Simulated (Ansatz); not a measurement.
# Run report: Si$_{2}$H$_{5}$O, geometry relaxation

System: Si$_{2}$H$_{5}$O, multiplicity 2, SMILES [SiH2]O[SiH3].
Method: HF/3-21G, UHF (Ansatz 0.2.0).

The geometry comes from this level: PBE0-D4/def2-TZVP. Figures and captions count atoms from 1; the log counts them from 0 in places.

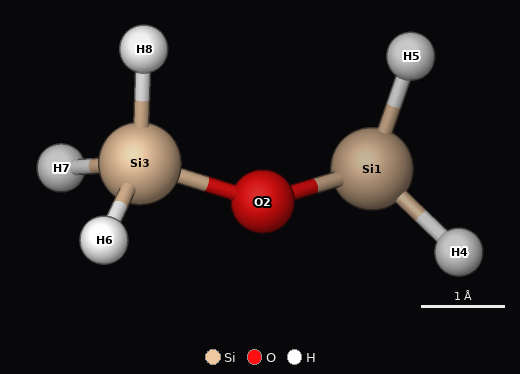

**Figure 1.** The input geometry (ball-and-stick view, seen at a tilt; atoms are numbered from 1 in the order of the input).

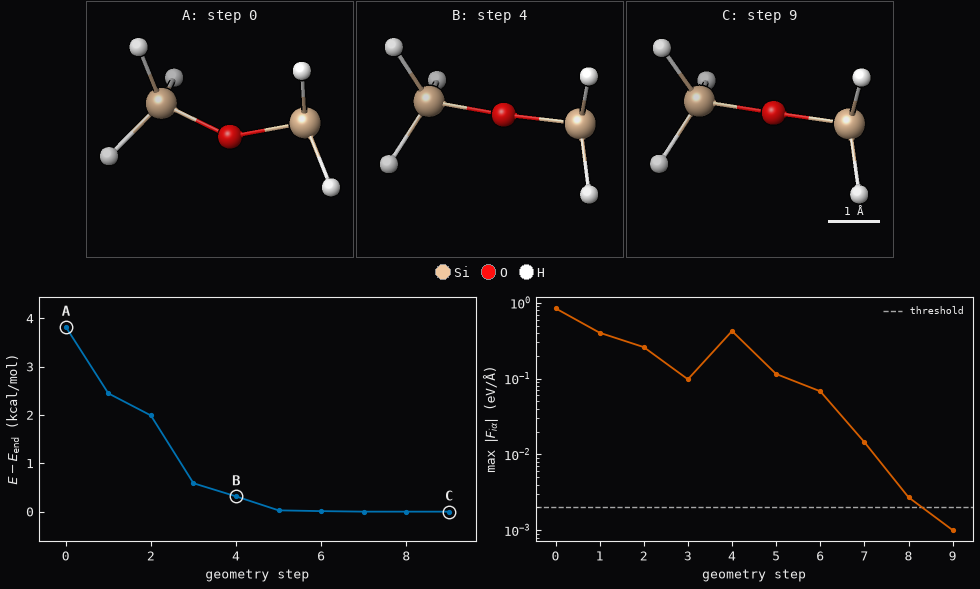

**Figure 2.** Frames of the relaxation (ball-and-stick view, seen at a tilt) above the curves, on which the letters mark them (the first geometry is step 0 here and step 1 in the log).

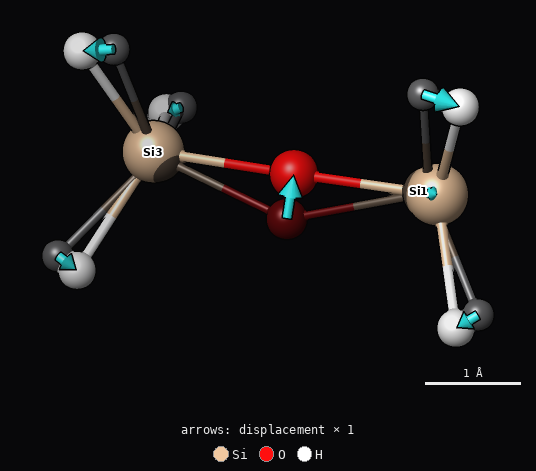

**Figure 3.** Start (faint) and end (solid) with the displacements as teal arrows, at true length (ball-and-stick view, seen at a tilt). The two geometries are laid on each other by the best rigid fit. After 9 geometry steps the energy has fallen by 3.82 kcal/mol. The largest force component goes from 0.85 to 0.001 eV/Å. The largest move after the best rigid fit is that of O2, 0.48 Å. Largest moves by element: O 0.48 Å, H 0.44 Å, Si 0.11 Å. Among the contacts that change: O2–Si3 1.638 → 1.646 Å. Among the angles that change: Si1–O2–Si3 146.3° → 177.7°, O2–Si1–H4 107.9° → 111.1°. (Atoms are counted from 1 in the order of the input.)

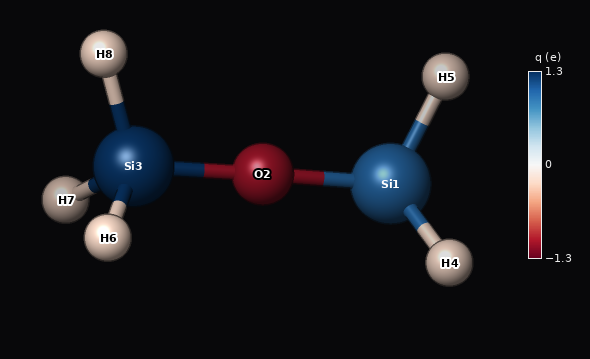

**Figure 4.** Mulliken charges, as the colour of each atom (ball-and-stick view, seen at a tilt; atoms are numbered from 1 in the order of the input; Mulliken charges depend strongly on the basis). By element: Si +0.99 to +1.26, O −1.07 and H −0.24 to −0.23 e.

These pictures come from the run below.

The input:
```yaml
crystal:
  periodic: [false, false, false]
  atoms:
    - symbol: Si
      position_ang: [-1.281200, 0.933000, -0.865900]
    - symbol: O
      position_ang: [-0.352300, -0.279200, -0.276900]
    - symbol: Si
      position_ang: [0.765000, -0.723000, 0.835900]
    - symbol: H
      position_ang: [-1.902800, 0.458100, -2.133600]
    - symbol: H
      position_ang: [-0.440600, 2.142000, -1.118700]
    - symbol: H
      position_ang: [1.291900, -2.054600, 0.453100]
    - symbol: H
      position_ang: [0.138100, -0.799300, 2.180400]
    - symbol: H
      position_ang: [1.874100, 0.266000, 0.869800]
basis:
  gaussian:
    orbitals: 3-21G.json
total_charge: 0
magnetization:
  spin_polarized: true
  initial_magnetization: 1
hamiltonian:
  xc: hf
relax:
  f_tol: 0.002
output: {orbitals: {seedname: orbitals}}
```

Launched with:
```bash
ansatz run molecule.yaml --threads 1 --pin off --max-ram 3480MiB --events-out events.jsonl --progress --plain --runs-dir runs
```

The program's output:
```
The last accepted step is kept in runs//last_step.txt (removed where the run ends without a failure and the disk answers)
Functional definition: HF
  name "HF"
  exchange = exact_x
  correlation = 0
504 factors; integrals over basis functions are off by at most 2.8e-4 eV
mean field evaluation 1: about -17744.2888 eV, gradient 2.2e1 eV
mean field evaluation 2: about -17744.4934 eV, gradient 2.2e1 eV
mean field evaluation 4: about -17746.4784 eV, gradient 1.6e0 eV
mean field evaluation 8: about -17746.5185 eV, gradient 1.7e-1 eV
mean field -17746.51931281 eV, -652.1725557231 hartree, gradient 1.2e-5 eV, S^2 0.751916; 0 other end points of the search recorded, 0 dependent functions left out
the calculation of the forces begins
reference -17746.51931281 eV, -652.1725557231 hartree; 21, 20 occupied and 24, 25 virtual orbitals, 504 factors
relax step   1: F+E_penalty+E_count = -17746.51931281 eV  Δ(F+E_penalty+E_count) = +0.000e0 eV  max|allowed force component| = 8.459e-1 eV/Å  Δτ_max = 0.0000 Å  (43 SCF iters, accepted)
these checks for a lower state are left out or cut short: starts, cluster_reference, orbital_swaps, neighbouring_geometries, increment
504 factors; integrals over basis functions are off by at most 2.8e-4 eV
mean field evaluation 16: about -17746.2967 eV, gradient 1.6e-2 eV
mean field -17746.57902339 eV, -652.1747500461 hartree, gradient 1.7e-5 eV, S^2 0.751998; 0 other end points of the search recorded, 0 dependent functions left out
the calculation of the forces begins
reference -17746.57902339 eV, -652.1747500461 hartree; 21, 20 occupied and 24, 25 virtual orbitals, 504 factors
relax step   2: F+E_penalty+E_count = -17746.57902339 eV  Δ(F+E_penalty+E_count) = -5.971e-2 eV  max|allowed force component| = 4.027e-1 eV/Å  Δτ_max = 0.0675 Å  (39 SCF iters, accepted)
these checks for a lower state are left out or cut short: starts, cluster_reference, orbital_swaps, neighbouring_geometries, increment
504 factors; integrals over basis functions are off by at most 2.8e-4 eV
mean field evaluation 32: about -17746.5989 eV, gradient 1.7e-5 eV
mean field -17746.59888187 eV, -652.1754798318 hartree, gradient 1.7e-5 eV, S^2 0.751999; 0 other end points of the search recorded, 0 dependent functions left out
the calculation of the forces begins
reference -17746.59888187 eV, -652.1754798318 hartree; 21, 20 occupied and 24, 25 virtual orbitals, 504 factors
relax step   3: F+E_penalty+E_count = -17746.59888187 eV  Δ(F+E_penalty+E_count) = -1.986e-2 eV  max|allowed force component| = 2.602e-1 eV/Å  Δτ_max = 0.0426 Å  (40 SCF iters, accepted)
these checks for a lower state are left out or cut short: starts, cluster_reference, orbital_swaps, neighbouring_geometries, increment
504 factors; integrals over basis functions are off by at most 2.7e-4 eV
mean field -17746.65969718 eV, -652.1777147533 hartree, gradient 1.6e-5 eV, S^2 0.751886; 0 other end points of the search recorded, 0 dependent functions left out
the calculation of the forces begins
reference -17746.65969718 eV, -652.1777147533 hartree; 21, 20 occupied and 24, 25 virtual orbitals, 504 factors
relax step   4: F+E_penalty+E_count = -17746.65969718 eV  Δ(F+E_penalty+E_count) = -6.082e-2 eV  max|allowed force component| = 9.787e-2 eV/Å  Δτ_max = 0.2000 Å  (37 SCF iters, accepted)
these checks for a lower state are left out or cut short: starts, cluster_reference, orbital_swaps, neighbouring_geometries, increment
504 factors; integrals over basis functions are off by at most 2.7e-4 eV
mean field -17746.67147818 eV, -652.1781476973 hartree, gradient 1.6e-5 eV, S^2 0.751806; 0 other end points of the search recorded, 0 dependent functions left out
the calculation of the forces begins
reference -17746.67147818 eV, -652.1781476973 hartree; 21, 20 occupied and 24, 25 virtual orbitals, 504 factors
relax step   5: F+E_penalty+E_count = -17746.67147818 eV  Δ(F+E_penalty+E_count) = -1.178e-2 eV  max|allowed force component| = 4.238e-1 eV/Å  Δτ_max = 0.2000 Å  (38 SCF iters, accepted)
these checks for a lower state are left out or cut short: starts, cluster_reference, orbital_swaps, neighbouring_geometries, increment
504 factors; integrals over basis functions are off by at most 2.7e-4 eV
mean field -17746.68401901 eV, -652.1786085640 hartree, gradient 1.8e-5 eV, S^2 0.751848; 0 other end points of the search recorded, 0 dependent functions left out
the calculation of the forces begins
reference -17746.68401901 eV, -652.1786085640 hartree; 21, 20 occupied and 24, 25 virtual orbitals, 504 factors
relax step   6: F+E_penalty+E_count = -17746.68401901 eV  Δ(F+E_penalty+E_count) = -1.254e-2 eV  max|allowed force component| = 1.150e-1 eV/Å  Δτ_max = 0.0491 Å  (39 SCF iters, accepted)
these checks for a lower state are left out or cut short: starts, cluster_reference, orbital_swaps, neighbouring_geometries, increment
504 factors; integrals over basis functions are off by at most 2.7e-4 eV
mean field evaluation 64: about -17746.6847 eV, gradient 1.3e-2 eV
mean field -17746.68469715 eV, -652.1786334852 hartree, gradient 1.8e-5 eV, S^2 0.751819; 0 other end points of the search recorded, 0 dependent functions left out
the calculation of the forces begins
reference -17746.68469715 eV, -652.1786334852 hartree; 21, 20 occupied and 24, 25 virtual orbitals, 504 factors
relax step   7: F+E_penalty+E_count = -17746.68469715 eV  Δ(F+E_penalty+E_count) = -6.781e-4 eV  max|allowed force component| = 6.801e-2 eV/Å  Δτ_max = 0.0196 Å  (41 SCF iters, accepted)
these checks for a lower state are left out or cut short: starts, cluster_reference, orbital_swaps, neighbouring_geometries, increment
504 factors; integrals over basis functions are off by at most 2.7e-4 eV
mean field -17746.68516447 eV, -652.1786506592 hartree, gradient 1.8e-5 eV, S^2 0.751825; 0 other end points of the search recorded, 0 dependent functions left out
the calculation of the forces begins
reference -17746.68516447 eV, -652.1786506592 hartree; 21, 20 occupied and 24, 25 virtual orbitals, 504 factors
relax step   8: F+E_penalty+E_count = -17746.68516447 eV  Δ(F+E_penalty+E_count) = -4.673e-4 eV  max|allowed force component| = 1.451e-2 eV/Å  Δτ_max = 0.0089 Å  (41 SCF iters, accepted)
these checks for a lower state are left out or cut short: starts, cluster_reference, orbital_swaps, neighbouring_geometries, increment
504 factors; integrals over basis functions are off by at most 2.7e-4 eV
mean field -17746.68517120 eV, -652.1786509063 hartree, gradient 1.8e-5 eV, S^2 0.751824; 0 other end points of the search recorded, 0 dependent functions left out
the calculation of the forces begins
reference -17746.68517120 eV, -652.1786509063 hartree; 21, 20 occupied and 24, 25 virtual orbitals, 504 factors
relax step   9: F+E_penalty+E_count = -17746.68517120 eV  Δ(F+E_penalty+E_count) = -6.724e-6 eV  max|allowed force component| = 2.719e-3 eV/Å  Δτ_max = 0.0013 Å  (40 SCF iters, accepted)
these checks for a lower state are left out or cut short: starts, cluster_reference, orbital_swaps, neighbouring_geometries, increment
504 factors; integrals over basis functions are off by at most 2.7e-4 eV
mean field -17746.68517200 eV, -652.1786509359 hartree, gradient 1.8e-5 eV, S^2 0.751824; 0 other end points of the search recorded, 0 dependent functions left out
the calculation of the forces begins
reference -17746.68517200 eV, -652.1786509359 hartree; 21, 20 occupied and 24, 25 virtual orbitals, 504 factors
relax step  10: F+E_penalty+E_count = -17746.68517200 eV  Δ(F+E_penalty+E_count) = -8.056e-7 eV  max|allowed force component| = 1.002e-3 eV/Å  Δτ_max = 0.0006 Å  (41 SCF iters, accepted)
504 factors; integrals over basis functions are off by at most 2.7e-4 eV
mean field evaluation 96: about -17746.3985 eV, gradient 9.1e-1 eV
mean field -17746.68517200 eV, -652.1786509359 hartree, gradient 1.8e-5 eV, S^2 0.751824; 1 other end points of the search recorded, 0 dependent functions left out
the calculation of the forces begins
reference -17746.68517200 eV, -652.1786509359 hartree; 21, 20 occupied and 24, 25 virtual orbitals, 504 factors
Total energy: -17746.68517200 eV, -652.1786509359 hartree
Atom 0 at    -1.332080     0.992156    -0.947652 Å, force     0.001002    -0.000631     0.000411 eV/Å
Atom 1 at    -0.244538     0.133286    -0.052042 Å, force    -0.000536     0.000221     0.000135 eV/Å
Atom 2 at     0.798082    -0.721863     0.891994 Å, force     0.000221     0.000449    -0.000701 eV/Å
Atom 3 at    -1.761099     0.223516    -2.150190 Å, force    -0.000024    -0.000074     0.000053 eV/Å
Atom 4 at    -0.758572     2.298883    -1.377189 Å, force    -0.000104     0.000167     0.000043 eV/Å
Atom 5 at     1.096227    -2.043283     0.282022 Å, force     0.000058     0.000169     0.000121 eV/Å
Atom 6 at     0.214992    -0.951581     2.239121 Å, force    -0.000135     0.000099     0.000034 eV/Å
Atom 7 at     2.079187     0.011886     1.058036 Å, force    -0.000482    -0.000400    -0.000097 eV/Å
Dipole moment:    -0.073724     0.017694     0.047951 e Å
```

Trajectory as extended XYZ (Å, eV, eV/Å), 10 frames, from step=1 to step=10:
```
8
Properties=species:S:1:pos:R:3:forces:R:3 step=1 energy=-17746.51931
Si   -1.2812    0.9330   -0.8659   -0.6229   0.3918  -0.8459
O    -0.3523   -0.2792   -0.2769    0.0876   0.0534   0.2560
Si    0.7650   -0.7230    0.8359    0.4232  -0.7239   0.2470
H    -1.9028    0.4581   -2.1336   -0.0950   0.1798   0.0341
H    -0.4406    2.1420   -1.1187   -0.0756   0.0727  -0.0101
H     1.2919   -2.0546    0.4531    0.1177   0.0251   0.1532
H     0.1381   -0.7993    2.1804    0.1073   0.0088   0.0789
H     1.8741    0.2660    0.8698    0.0577  -0.0076   0.0868
8
Properties=species:S:1:pos:R:3:forces:R:3 step=2 energy=-17746.57902
Si   -1.2866    0.9402   -0.9106   -0.4027   0.1768  -0.2747
O    -0.3513   -0.2644   -0.2723    0.1680   0.1686   0.1941
Si    0.7686   -0.7461    0.8427    0.2528  -0.2940   0.1663
H    -1.9485    0.4948   -2.1670    0.0714   0.0118   0.0279
H    -0.4818    2.1769   -1.1533   -0.0132  -0.0602  -0.0357
H     1.3245   -2.0737    0.4895   -0.0436   0.0148  -0.0137
H     0.1768   -0.8147    2.2050   -0.0472  -0.0279  -0.0268
H     1.8905    0.2300    0.9100    0.0144   0.0102  -0.0374
8
Properties=species:S:1:pos:R:3:forces:R:3 step=3 energy=-17746.59888
Si   -1.3049    0.9493   -0.9187   -0.0087  -0.0896  -0.0384
O    -0.3417   -0.2344   -0.2546    0.0687   0.2602   0.1593
Si    0.7802   -0.7525    0.8535   -0.0138  -0.0398  -0.0436
H    -1.9465    0.4974   -2.1803    0.0357  -0.0736   0.0090
H    -0.5107    2.1864   -1.1831   -0.0161  -0.0107  -0.0018
H     1.3217   -2.0828    0.4920   -0.0489   0.0006  -0.0537
H     0.1818   -0.8342    2.2126   -0.0175  -0.0166  -0.0246
H     1.9123    0.2138    0.9227    0.0006  -0.0305  -0.0062
8
Properties=species:S:1:pos:R:3:forces:R:3 step=4 energy=-17746.65970
Si   -1.3216    0.9740   -0.9382   -0.0334   0.0612  -0.0465
O    -0.2964   -0.0640   -0.1600    0.0226   0.0979   0.0371
Si    0.7917   -0.7432    0.8771    0.0718   0.0011  -0.0074
H    -1.8833    0.3776   -2.1806    0.0393  -0.0638   0.0223
H    -0.6283    2.2525   -1.2848   -0.0202  -0.0535   0.0201
H     1.2305   -2.0773    0.4039   -0.0406  -0.0199  -0.0477
H     0.2002   -0.8965    2.2307   -0.0159  -0.0021   0.0110
H     1.9995    0.1200    0.9961   -0.0235  -0.0210   0.0111
8
Properties=species:S:1:pos:R:3:forces:R:3 step=5 energy=-17746.67148
Si   -1.3486    0.9972   -0.9414    0.4238  -0.3425   0.0721
O    -0.2626    0.1022   -0.0642   -0.0872   0.0772   0.0479
Si    0.8055   -0.7257    0.8858   -0.4093   0.1480  -0.1396
H    -1.7612    0.2221   -2.1509   -0.0678   0.1320   0.0260
H    -0.7106    2.2828   -1.3430   -0.1131   0.0601  -0.0624
H     1.0977   -2.0528    0.2799    0.0891   0.0568   0.0752
H     0.2120   -0.9350    2.2352    0.0948  -0.0500  -0.0173
H     2.0600    0.0521    1.0426    0.0697  -0.0815  -0.0019
8
Properties=species:S:1:pos:R:3:forces:R:3 step=6 energy=-17746.68402
Si   -1.3256    0.9907   -0.9553   -0.0880   0.0311   0.1150
O    -0.2494    0.1226   -0.0565    0.0416  -0.0053  -0.0109
Si    0.7972   -0.7229    0.8916   -0.0043   0.0053  -0.0037
H    -1.7711    0.2248   -2.1497    0.0272  -0.0015  -0.0613
H    -0.7498    2.3015   -1.3659    0.0190  -0.0153  -0.0470
H     1.1018   -2.0446    0.2860    0.0032  -0.0045   0.0041
H     0.2147   -0.9480    2.2394    0.0008  -0.0057   0.0039
H     2.0744    0.0188    1.0545    0.0004  -0.0041  -0.0001
8
Properties=species:S:1:pos:R:3:forces:R:3 step=7 energy=-17746.68470
Si   -1.3362    0.9929   -0.9443    0.0680  -0.0253  -0.0204
O    -0.2446    0.1308   -0.0544   -0.0245   0.0113   0.0061
Si    0.7984   -0.7222    0.8920    0.0023  -0.0027  -0.0069
H    -1.7622    0.2319   -2.1520   -0.0255  -0.0272   0.0073
H    -0.7590    2.2947   -1.3818   -0.0012   0.0287   0.0255
H     1.1006   -2.0442    0.2854   -0.0081   0.0009  -0.0066
H     0.2159   -0.9519    2.2393   -0.0087   0.0038  -0.0007
H     2.0794    0.0111    1.0599   -0.0022   0.0106  -0.0044
8
Properties=species:S:1:pos:R:3:forces:R:3 step=8 energy=-17746.68516
Si   -1.3321    0.9924   -0.9482    0.0026  -0.0046   0.0145
O    -0.2453    0.1330   -0.0520    0.0021  -0.0014   0.0014
Si    0.7979   -0.7218    0.8919   -0.0041   0.0022  -0.0010
H    -1.7616    0.2233   -2.1498   -0.0009  -0.0010  -0.0075
H    -0.7573    2.2985   -1.3768    0.0007   0.0043  -0.0052
H     1.0966   -2.0431    0.2818    0.0003   0.0005  -0.0002
H     0.2152   -0.9518    2.2392   -0.0002   0.0002  -0.0011
H     2.0787    0.0125    1.0580   -0.0004  -0.0003  -0.0010
8
Properties=species:S:1:pos:R:3:forces:R:3 step=9 energy=-17746.68517
Si   -1.3320    0.9922   -0.9477   -0.0003   0.0016  -0.0022
O    -0.2445    0.1332   -0.0522    0.0000   0.0000   0.0002
Si    0.7981   -0.7219    0.8920    0.0002  -0.0017   0.0017
H    -1.7617    0.2236   -2.1501    0.0013   0.0010   0.0020
H    -0.7583    2.2990   -1.3775   -0.0009  -0.0027   0.0007
H     1.0966   -2.0432    0.2820   -0.0004   0.0009   0.0001
H     0.2149   -0.9518    2.2392    0.0001   0.0007  -0.0022
H     2.0791    0.0120    1.0583   -0.0001   0.0003  -0.0004
8
Properties=species:S:1:pos:R:3:forces:R:3 step=10 energy=-17746.68517
Si   -1.3321    0.9922   -0.9477    0.0010  -0.0006   0.0004
O    -0.2445    0.1333   -0.0520   -0.0005   0.0002   0.0001
Si    0.7981   -0.7219    0.8920    0.0002   0.0004  -0.0007
H    -1.7611    0.2235   -2.1502    0.0000  -0.0001   0.0001
H    -0.7586    2.2989   -1.3772   -0.0001   0.0002   0.0000
H     1.0962   -2.0433    0.2820    0.0001   0.0002   0.0001
H     0.2150   -0.9516    2.2391   -0.0001   0.0001   0.0000
H     2.0792    0.0119    1.0580   -0.0005  -0.0004  -0.0001
```

Key numbers:

- outcome: converged
- total energy: −652.178651 hartree
- basis functions: 45
- largest force: 0.001 eV/Å
- ⟨S²⟩: 0.752
- SCF solution under orbital rotations: stable
- HOMO (either spin): −8.59 eV
- LUMO (either spin): 1.50 eV
- dipole moment: 0.43 D
- hardware: 1 thread of Arm Neoverse N1, 112 GiB of memory available, shared host
- wall time: 9.9 s
- peak memory: 0.095 GiB
